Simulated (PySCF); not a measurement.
```yaml
atoms:
  - { symbol: Sn, position_ang: [0.0000, 0.0000, -0.0148] }
  - { symbol: H, position_ang: [0.0000, 0.0000, 1.7552] }
```

Core potentials replace the inner electrons of Sn.

All numbers below come from PySCF 2.14.0, PBE0/cc-pVDZ(-PP), non-relativistic Hamiltonian with scalar-relativistic core potentials where named, at a bond length of 1.770 Å.

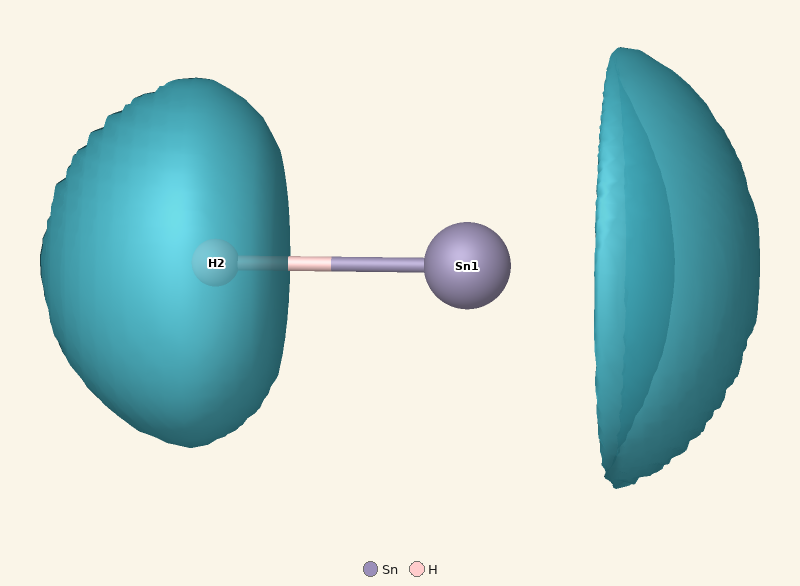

SnH (charge +1). Isosurface of the electron localisation function at 0.9 (cyan), seen from one side. Core shells and regions of very low density are left out.

> Describe the localisation domains.

The ELF exceeds this value in one region around a hydrogen nucleus and one lobe on Sn, pointing away from the bonds (lone pairs).

Values along the shortest contacts:
Sn–H (1.77 Å): the ELF climbs to about 1 towards the hydrogen.
